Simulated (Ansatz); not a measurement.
System: F₃NS (SMILES N#S(F)(F)F).

```xyz
5

N    -0.3496   -0.0041    1.5914
S    -0.0473   -0.0006    0.2155
F     1.0233   -0.9393   -0.4090
F    -1.1086   -0.3176   -0.8758
F     0.4822    1.2616   -0.5222
```

Geometry: PBE0-D4/def2-TZVP.

The calculation used RKS PBE0-D4/def2-TZVPP (Ansatz).

Question: What will maps of the electron density and electron localisation function show?

Answer: S–N (1.41 Å): ρ at the midpoint is about 2.4 e/Å³; the ELF peaks at about 0.75 between the atoms: localised, covalent bonding.
S–F (1.55 Å): the density is about 1.7 e/Å³ at the midpoint; the ELF peaks at about 0.80 between the atoms; a shared but strongly polarised pair.

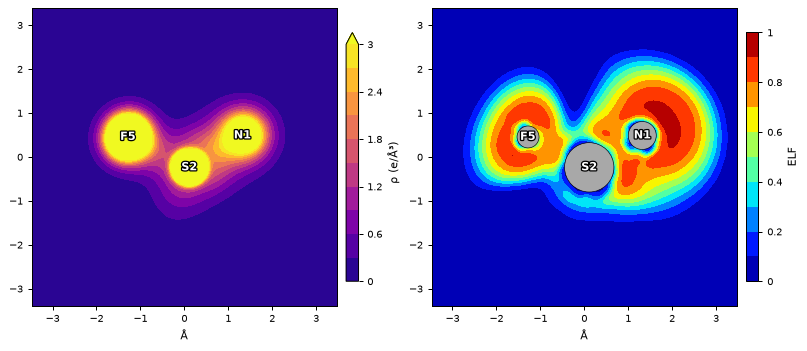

Computed electron density and electron localisation function on the plane of atoms N1, S2 and F5, in this order. Grey discs cover the atomic cores in the ELF map. 
